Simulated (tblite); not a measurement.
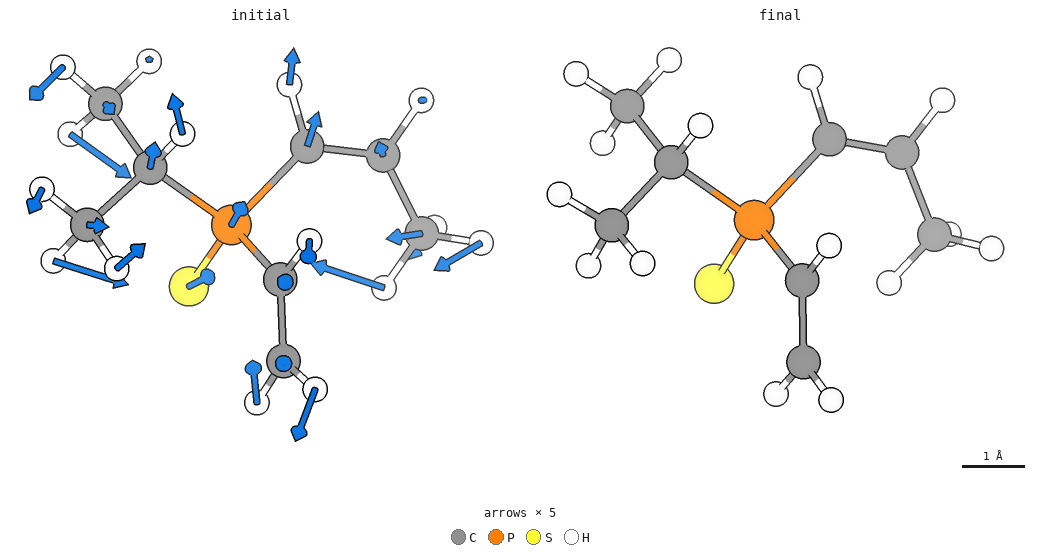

The structure of C8H15PS before (left) and after (right) a relaxation, at one scale. The blue arrows give the displacements, magnified 5 times.

A ball-and-stick model, seen at a tilt.

All numbers below come from GFN2-xTB geometry optimisation, gas phase in tblite. 

Describe what moved and what it gained.

An H atom moves most after the best rigid fit: 0.27 Å. By element the largest moves are H 0.27 Å, S 0.18 Å, P 0.14 Å, C 0.13 Å. Some distances before and after: C–P 1.781 → 1.821 Å, P–S 1.967 → 1.942 Å, C–H 1.105 → 1.083 Å, C–C 1.349 → 1.328 Å. Bond angles that change, for instance: C–P–C 98.7° → 103.8°, C–C–H 118.1° → 123.0°, C–C–P 125.6° → 120.7°. After 66 geometry steps the energy has fallen by 4.62 kcal/mol. The run took 0.63 s on 1 thread of Arm Neoverse V2, on a shared host.
